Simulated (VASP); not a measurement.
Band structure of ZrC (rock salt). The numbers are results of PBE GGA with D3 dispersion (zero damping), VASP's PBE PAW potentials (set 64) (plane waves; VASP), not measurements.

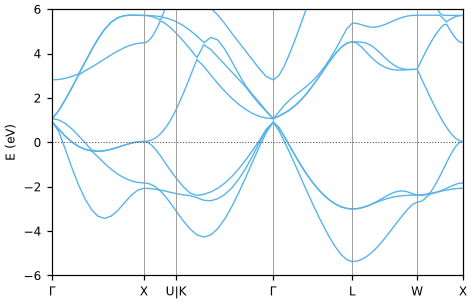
*Bands along high-symmetry lines, zero at the valence-band maximum or, without a gap, the Fermi level*

**Question.** Read the plot: is there a gap, and where are the band edges?

**Answer.** It has no gap at this level: it comes out as a metal or semimetal. (Edges off the drawn lines would not show.)

The compound is ZrC in the rock salt structure. It was relaxed first.
